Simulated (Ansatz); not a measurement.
# Bands, cutoff and cost in G0W0 for AgO (I4_1/a)

How do accuracy and time trade against each other in G0W0 on AgO (I4_1/a)?

Program: Ansatz 0.2.0. Level of theory: G0W0 on LDA, plane waves, PAW. Results are calculated unless marked as measured.

In doubt: one-shot GW on d or f shells is unsure (steps 2, 3), so the values of those runs are not to be relied on.

### 1. The structure

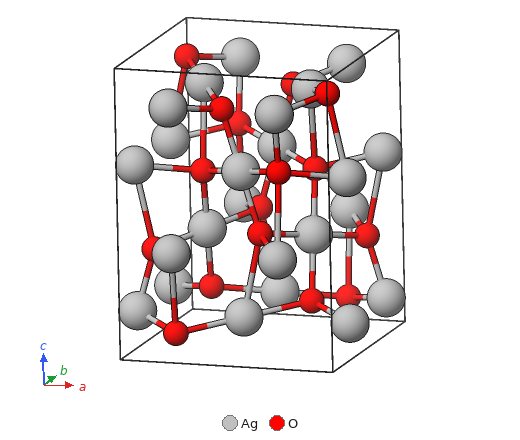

Start, viewed slightly off an axis; silver light grey, oxygen red. This picture shows the conventional cell, with its axes. Some periodic images of atoms are drawn too.

The cell and positions come from the Crystallography Open Database and are kept as given unless a step says otherwise.

### 2. 716 empty bands, screening to 130 eV

G0W0 replaces the xc potential by the self-energy, built once from these orbitals. Only a window of levels is corrected, while the sums run over the empty bands that the input names. This step takes hard PAW files.

The input, input.yaml:

```yaml
crystal:
  lattice:
    - [-3.4165, 3.4165, 4.561]
    - [3.4165, -3.4165, 4.561]
    - [3.4165, 3.4165, -4.561]
  atoms:
    - { symbol: Ag, position: [0.375, 0.125, 0.25] }
    - { symbol: Ag, position: [0.875, 0.125, 0.25] }
    - { symbol: Ag, position: [0.875, 0.125, 0.75] }
    - { symbol: Ag, position: [0.875, 0.625, 0.75] }
    - { symbol: Ag, position: [0.875, 0.625, 0.25] }
    - { symbol: Ag, position: [0.375, 0.625, 0.25] }
    - { symbol: Ag, position: [0.375, 0.625, 0.75] }
    - { symbol: Ag, position: [0.375, 0.125, 0.75] }
    - { symbol: O, position: [0.6008, 0.4176, 0.3428] }
    - { symbol: O, position: [0.1676, 0.3248, 0.3168] }
    - { symbol: O, position: [0.0748, 0.258, 0.6572] }
    - { symbol: O, position: [0.008, 0.8508, 0.6832] }
    - { symbol: O, position: [0.1492, 0.8324, 0.1572] }
    - { symbol: O, position: [0.5824, 0.9252, 0.1832] }
    - { symbol: O, position: [0.6752, 0.992, 0.8428] }
    - { symbol: O, position: [0.742, 0.3992, 0.8168] }
kpoints:
  mp_grid: { grid: [4, 4, 4] }
hamiltonian:
  xc: lda
  pseudopotentials: { kind: paw, source: ansatz }
scf:
  occupations: { method: fixed }
gw:
  n_empty_bands: 716
  ecut_chi: 130.0
  qp_bands: [v4, c4]
  qp_kpoints: band_edges
  screening: { model: contour_deformation }
```

Run with:

```bash
$ ansatz run input.yaml --threads 16 --pin off --max-ram 82944MiB --backend cuda --events-out ev --progress --plain --runs-dir out --devices 1 --max-vram 78GiB
```

Numbers of over 12 decimals in the logs are rounded to 6 here.

What it wrote:

```text
GPUs: using 1 of 1 available (devices: 1).
Engine: ansatz 0.2.0, aarch64-unknown-linux-gnu
Pseudopotentials: kind: paw
Pseudopotential: Ag, paw, valence charge 19, recommended cutoff 480 eV (normal), Ag.paw.azcp
Pseudopotential: O, paw, valence charge 6, recommended cutoff 930 eV (normal), O.paw.azcp
Functional definition: SPW92
  exchange = slater_x
  correlation = pw_c
[...]
Crystal: 16 atoms, lattice volume = 212.953 Å³
Basis set: ecut = 930 eV, 13703 PW (Γ)
Bands: 120, of which v1, the nominal top of the filled ones, is band 100 counted from 1 (99 counted from 0)
Symmetry: 8 space group operations
Space group: I41/a (ITA 88), of the structure as read, at distance tolerance 6.0e-5 Å
k-points: 14 of 64
Non-local potential: Ag, projectors of the file, l = 0: 3, l = 1: 2, l = 2: 2, l = 3: 2
Non-local potential: O, projectors of the file, l = 0: 2, l = 1: 2, l = 2: 1
PAW form: soft (Blöchl's): semilocal exchange-correlation on the pseudo side does not see the compensation charge
PAW frozen core: Ag, regenerated for the run's functional, and the local potential with it (the file was generated under x = pbe(κ = 0.804, μ = 0.219515), c = pbe(β = 0.066725))
PAW frozen core: O, regenerated for the run's functional, and the local potential with it (the file was generated under x = pbe(κ = 0.804, μ = 0.219515), c = pbe(β = 0.066725))
PAW one-centre angular grid: Ag, 590 points (default); XC on 64 Gauss nodes
PAW one-centre angular grid: O, 110 points (default); XC on 64 Gauss nodes
Initial density: superposition of atomic densities (chi_scale 0.1, normalization cell, long waves kept (reshape's long-wave potential 0.15 eV rms))
Initial wavefunctions: pseudopotential atomic-orbital guess
[...]
Functional: x = slater, c = lda
SCF iter   1: F=—  HF=-64190.545450 eV  |F-HF|=—  |Δ(HF+E_count)|=         —  Δρ=8.46e-2  dr2=1.59e1  ethr=3.10e-3  ⟨swp⟩=4.0  Hψ=5824  notcnv=0  defer=221
preconditioner: auto → Resta (q_TF=auto, 2.700 Å⁻¹)  ε∞=8.5  [insulator: Δε(μ)=0.797 eV  Ē_g=10.853 eV  n_scr=62 (ndim 8)  ℏωp=29.7 eV  f_vac=0.000  ε∞_Penn≈8.5]
SCF iter   2: F=—  HF=-64186.882338 eV  |F-HF|=—  |Δ(HF+E_count)|=    3.66e0  Δρ=2.70e-2  dr2=1.02e0  ethr=3.10e-3  ⟨swp⟩=2.6  Hψ=2905  notcnv=0  defer=240
SCF iter   3: F=—  HF=-64186.538424 eV  |F-HF|=—  |Δ(HF+E_count)|=   3.44e-1  Δρ=1.35e-2  dr2=5.71e-1  ethr=5.12e-4  ⟨swp⟩=3.0  Hψ=3368  notcnv=0  defer=245
SCF iter   4: F=—  HF=-64186.418030 eV  |F-HF|=—  |Δ(HF+E_count)|=   1.20e-1  Δρ=5.76e-3  dr2=6.25e-2  ethr=2.85e-4  ⟨swp⟩=2.0  Hψ=2073  notcnv=0  defer=247
SCF iter   5: F=—  HF=-64186.399532 eV  |F-HF|=—  |Δ(HF+E_count)|=   1.85e-2  Δρ=1.93e-3  dr2=1.19e-2  ethr=3.13e-5  ⟨swp⟩=2.2  Hψ=2738  notcnv=0  defer=249
SCF iter   6: F=—  HF=-64186.396498 eV  |F-HF|=—  |Δ(HF+E_count)|=   3.03e-3  Δρ=1.01e-3  dr2=3.00e-3  ethr=5.95e-6  ⟨swp⟩=2.0  Hψ=2321  notcnv=0  defer=250
[...]
SCF iter   8: F=—  HF=-64186.395587 eV  |F-HF|=—  |Δ(HF+E_count)|=   3.70e-5  Δρ=6.86e-5  dr2=1.58e-5  ethr=9.52e-8  ⟨swp⟩=2.0  Hψ=2232  notcnv=0  defer=218
SCF iter   9: F=—  HF=-64186.395584 eV  |F-HF|=—  |Δ(HF+E_count)|=   2.32e-6  Δρ=2.14e-5  dr2=1.05e-6  ethr=7.90e-9  ⟨swp⟩=2.1  Hψ=2121  notcnv=0  defer=218
SCF iter  10: F=-64186.395584 eV  HF=-64186.395584 eV  |F-HF|=1.23e-8  |Δ(HF+E_count)|=   1.52e-7  Δρ=4.17e-6  dr2=4.31e-8  ethr=5.00e-11  ⟨swp⟩=7.9  Hψ=7067  notcnv=0
SCF 1 converged in 10 iterations: F = -64186.395584 eV  dr2 = 4.31e-8
  greatest PAW one-centre occupation: 0.999 electrons in one spin orbital (limit 2), on the Ag atom at site 3 (counted from 0), in its partial waves of l = 0
[...]
NSCF: frozen V_eff on 14 k-points
the band table was solved once the SCF had ended and its energy, with any forces and stress, was formed, with the checks that follow a solve (5792 applications of the Hamiltonian). They found nothing against the state; the energy, forces and stress were not computed again (output.eigenvalues in the input reference)
[...]
NSCF: frozen V_eff on 14 k-points
G₀W₀ screening: q 1/14
[... further progress lines ...]
[...]
NSCF: frozen V_eff on 1 k-points
[...]
NSCF: frozen V_eff on 1 k-points
SCF converged after 10 iterations
Free energy (F): -64186.395584 eV
[...]
6   104     13.9236   -23.3912    -2.7112   -26.6315  0.6260    14.4693    14.4527  root
     7    97     11.9335   -29.3733     4.5334   -24.8652  0.6167    11.9588    11.9588  root
     7    98     12.1300   -28.9472     4.3904   -24.5968  0.6277    12.1699    12.1700  root
     7    99     12.2702   -29.9137     4.1907   -25.7408  0.6378    12.2881    12.2881  root
     7   100     12.3842   -29.7306     4.1994   -25.5456  0.6440    12.3985    12.3985  root
     7   101     12.9880   -24.0879    -1.3757   -25.9216  0.6668    13.4721    13.4459  root
     7   102     13.3106   -23.1535    -2.0516   -25.7092  0.6628    13.8329    13.8147  root
     7   103     13.5663   -24.1535    -2.0784   -26.7316  0.6427    14.0832    14.0660  root
     7   104     13.9069   -23.6642    -2.5959   -26.7801  0.6268    14.4429    14.4268  root
     8    97     11.9161   -28.8084     4.3820   -24.4745  0.6167    11.9639    11.9641  root
     8    98     11.9161   -28.8084     4.3820   -24.4745  0.6167    11.9639    11.9641  root
     8    99     12.1461   -30.2638     4.3014   -25.9679  0.6285    12.1515    12.1515  root
     8   100     12.1461   -30.2638     4.3014   -25.9679  0.6285    12.1515    12.1515  root
     8   101     13.2506   -24.4663    -1.6745   -26.6314  0.6537    13.7581    13.7412  root
     8   102     13.2506   -24.4663    -1.6745   -26.6314  0.6537    13.7581    13.7412  root
     8   103     13.6489   -23.4979    -2.3517   -26.3781  0.6444    14.1966    14.1775  root
     8   104     13.6489   -23.4979    -2.3517   -26.3781  0.6444    14.1966    14.1775  root
     9    97     12.1885   -28.0367     4.4240   -23.6472  0.6365    12.2229    12.2231  root
     9    98     12.3698   -29.3323     4.1214   -25.2411  0.6447    12.3999    12.4001  root
     9    99     12.3698   -29.3323     4.1214   -25.2411  0.6447    12.3999    12.4001  root
     9   100     12.5240   -29.3046     3.9047   -25.4192  0.6529    12.5432    12.5433  root
     9   101     12.9942   -25.1408    -0.7716   -26.3363  0.6612    13.4342    13.4180  root
     9   102     13.7456   -24.3478    -2.1482   -26.9574  0.6308    14.2360    14.2070  root ?
     9   103     13.7456   -24.3478    -2.1482   -26.9574  0.6308    14.2360    14.2070  root ?
     9   104     13.8798   -23.8936    -2.3781   -26.7661  0.6335    14.3882    14.3741  root
    10    97     11.8705   -29.2164     4.4163   -24.8032  0.6203    11.8735    11.8735  root
[...]
11   101     13.2874   -23.6046    -1.7231   -25.8061  0.6587    13.7836    13.7657  root ?
[...]
13    97     11.7612   -29.0648     4.2646   -24.8210  0.6183    11.7821    11.7821  root
    13    98     11.7612   -29.0648     4.2646   -24.8210  0.6183    11.7821    11.7821  root
    13    99     11.7758   -29.8501     4.2122   -25.6293  0.6217    11.7672    11.7672  root
    13   100     11.7758   -29.8501     4.2122   -25.6293  0.6217    11.7672    11.7672  root
    13   101     13.2081   -25.3953    -1.0915   -26.9283  0.6542    13.6656    13.6496  root
    13   102     13.2081   -25.3953    -1.0915   -26.9283  0.6542    13.6656    13.6496  root
    13   103     13.8600   -24.5940    -2.1264   -27.2007  0.6209    14.3512    14.3404  root
    13   104     13.8600   -24.5940    -2.1264   -27.2007  0.6209    14.3512    14.3404  root
```

Wall time 91 s (1 × NVIDIA GB200 (shared by 2 runs) with 16 threads of Arm Neoverse V2, shared host); peak memory 6.3 GiB.

This step gave:

| Property | Result |
| --- | --- |
| bands summed | 816 |
| RPA ε∞ on this mesh (eigenvalues) | 14.70, 14.70, 28.86 |
| plane waves in the screening matrix | 717 |
| q-points in the mesh | 64 |
| G0W0 gap on the mesh | 0.6522 eV |
| k of the valence top | 0, 0, 0 |
| k of the conduction bottom | 0.25, -0.5, -0.5 |
| starting gap on the mesh | 0.2059 eV |
| Z at the valence top | 0.6588 |
| Z at the conduction bottom | 0.6665 |
| least direct G0W0 gap on the computed points | 0.8747 eV |

The gap on the mesh goes from 0.21 eV to 0.65 eV, a correction of +0.45 eV. Between the two edge states, bare exchange in place of the xc potential would open the gap by 5.61 eV, and correlation takes back 5.16 eV.

### 3. 1471 empty bands, screening to 210 eV

Bands and screening cutoff are moved together, since each hides the error of the other.

input.yaml: that of step 2 with these lines changed.

```diff
@@ -30,4 +30,4 @@
 gw:
-  n_empty_bands: 716
-  ecut_chi: 130.0
+  n_empty_bands: 1471
+  ecut_chi: 210.0
   qp_bands: [v4, c4]
```

What it wrote:

```text
GPUs: using 1 of 1 available (devices: 1).
[...]
Crystal: 16 atoms, lattice volume = 212.953 Å³
Basis set: ecut = 930 eV, 13703 PW (Γ)
Bands: 120, of which v1, the nominal top of the filled ones, is band 100 counted from 1 (99 counted from 0)
Symmetry: 8 space group operations
[...]
k-points: 14 of 64
[...]
SCF iter   1: F=—  HF=-64190.545450 eV  |F-HF|=—  |Δ(HF+E_count)|=         —  Δρ=8.46e-2  dr2=1.59e1  ethr=3.10e-3  ⟨swp⟩=4.0  Hψ=5824  notcnv=0  defer=221
[...]
SCF iter   6: F=—  HF=-64186.396498 eV  |F-HF|=—  |Δ(HF+E_count)|=   3.03e-3  Δρ=1.01e-3  dr2=3.00e-3  ethr=5.95e-6  ⟨swp⟩=2.0  Hψ=2321  notcnv=0  defer=250
[...]
SCF iter   8: F=—  HF=-64186.395587 eV  |F-HF|=—  |Δ(HF+E_count)|=   3.70e-5  Δρ=6.86e-5  dr2=1.58e-5  ethr=9.52e-8  ⟨swp⟩=2.0  Hψ=2232  notcnv=0  defer=218
[...]
SCF iter  10: F=-64186.395584 eV  HF=-64186.395584 eV  |F-HF|=1.23e-8  |Δ(HF+E_count)|=   1.52e-7  Δρ=4.17e-6  dr2=4.31e-8  ethr=5.00e-11  ⟨swp⟩=7.9  Hψ=7067  notcnv=0
SCF 1 converged in 10 iterations: F = -64186.395584 eV  dr2 = 4.31e-8
[...]
NSCF: frozen V_eff on 14 k-points
[...]
G₀W₀ screening: q 1/14
[... further progress lines ...]
[...]
SCF converged after 10 iterations
Free energy (F): -64186.395584 eV
[...]
6   104     13.9236   -23.3912    -2.8964   -26.6315  0.6191    14.2775    14.2675  root
     7    97     11.9335   -29.3733     4.3743   -24.8652  0.6103    11.7979    11.7997  root
     7    98     12.1300   -28.9472     4.2187   -24.5968  0.6216    11.9965    11.9983  root
     7    99     12.2702   -29.9137     4.0276   -25.7408  0.6313    12.1230    12.1249  root
     7   100     12.3842   -29.7306     4.0281   -25.5456  0.6379    12.2248    12.2272  root
     7   101     12.9880   -24.0879    -1.5351   -25.9216  0.6608    13.2924    13.2867  root
     7   102     13.3106   -23.1535    -2.2205   -25.7092  0.6568    13.6549    13.6458  root
     7   103     13.5663   -24.1535    -2.2571   -26.7316  0.6363    13.8957    13.8873  root
[...]
13   101     13.2081   -25.3953    -1.2649   -26.9283  0.6478    13.4801    13.4761  root
    13   102     13.2081   -25.3953    -1.2649   -26.9283  0.6478    13.4801    13.4761  root
    13   103     13.8600   -24.5940    -2.3150   -27.2007  0.6143    14.1582    14.1517  root
    13   104     13.8600   -24.5940    -2.3150   -27.2007  0.6143    14.1582    14.1517  root
```

It took 4.4 min on 1 × NVIDIA GB200 (shared by 2 runs) with 16 threads; peak memory 13 GiB; 11 min of CPU time.

This step gave:

| Quantity | Value |
| --- | --- |
| bands summed | 1571 |
| RPA ε∞ on this mesh (eigenvalues) | 14.51, 14.51, 28.56 |
| plane waves in the screening matrix | 1439 |
| q-points in the mesh | 64 |
| G0W0 gap on the mesh | 0.6704 eV |
| k of the valence top | 0, 0, 0 |
| k of the conduction bottom | 0.25, -0.5, -0.5 |
| starting gap on the mesh | 0.2059 eV |
| Z at the valence top | 0.6535 |
| Z at the conduction bottom | 0.6603 |
| least direct G0W0 gap on the computed points | 0.8763 eV |

Against the run with 4×4×4 mesh, 716 empty bands, screening to 130 eV, hard PAW files, the gap moves by +0.018 eV.

### 4. Convergence and cost

Times are wall times on 1 × NVIDIA GB200 (shared by 2 runs) with 16 threads of Arm Neoverse V2, shared host, good to a factor of about two.

```
 mesh     files            frequency  bands summed  cutoff (eV)  start (eV)  G0W0 (eV)     time  host memory (GiB)
4×4×4  hard PAW  contour deformation           816          130       0.206      0.652     91 s                6.3
4×4×4  hard PAW  contour deformation          1571          210       0.206      0.670  4.4 min                 13
```

The parts of the quasiparticle energy at the two band edges (eV; QP = start + Σx + Σc − Vxc):

```
       run               edge  start      Σx     Σc     Vxc     Z     QP
 816 bands        valence top  12.72  -30.19   4.30  -25.89  0.66  12.71
 816 bands  conduction bottom  12.92  -25.04  -0.86  -26.35  0.67  13.36
1571 bands        valence top  12.72  -30.19   4.11  -25.89  0.65  12.52
1571 bands  conduction bottom  12.92  -25.04  -1.03  -26.35  0.66  13.19
```

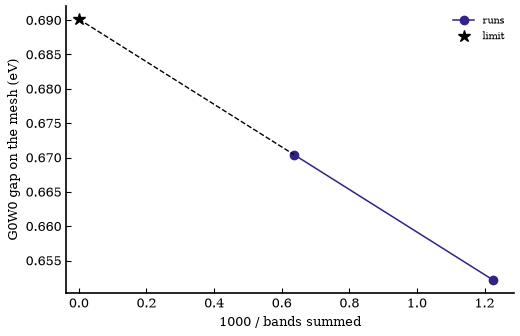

The gap against one over the number of bands; the dashed line carries the two highest rungs to the limit.

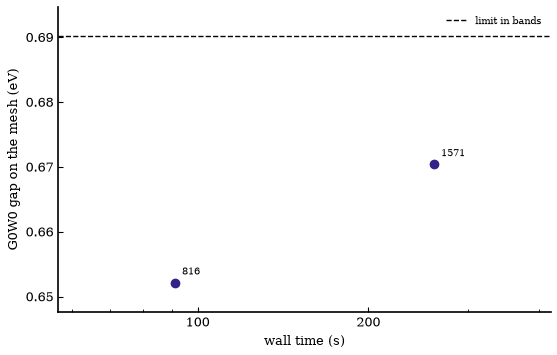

Result against wall time.

### 5. Summary of results

```json
{
 "816 bands, 130 eV": "0.652 eV",
 "1571 bands, 210 eV": "0.670 eV",
 "estimated limit in bands and cutoff": "0.69 eV",
 "mesh and start": "4×4×4, LDA"
}
```

A line in one over the bands through the two rungs gives 0.69 eV, +0.02 eV from the top rung; with two points alone it is an unchecked estimate. The rungs stand 0.04 eV (816 bands) and 0.02 eV (1571 bands) from it. From 816 to 1571 bands the gap moves by +0.02 eV while the time grows 2.9-fold. Σc changes by −0.18 eV at the valence top and −0.17 eV at the conduction bottom, so the levels themselves move more than the gap between them. Gaps are over the mesh's points; an edge off the mesh would be missed. The 4×4×4 mesh is coarse for this cell (its supercell is 27 Å along the shortest edge). The RPA ε∞ on it, from the LDA start, is 14.51 and 28.56; such meshes misread the long-range screening, most where the gap is narrow. A d shell, filled or nearly so, lies near the gap. One-shot GW converges very slowly in bands there, not always from below, and on a semilocal start the gap tends to come out low; starts rich in exact exchange can overshoot instead. The many-body steps are scalar-relativistic: spin-orbit coupling is not in them.

[Paths, hosts, dates, memory and timing lines, banners, echoed tables and standing remarks are left out of the program output.]

[Logs are printed without paths, hosts, clocks, repeated set-up lines and the standing remarks that a program may print on its own settings, such as how far it seeks lower states.]

[Runs of the session that timed out or met a known fault of the program may be left out.]

[Cells called generated may have been cut or substituted from an entry of the Crystallography Open Database or the Materials Project.]

[Hosts, paths, dates, database ids (printed as entryN), source tags and the programs' standing remarks are cut or masked in the printed files.]
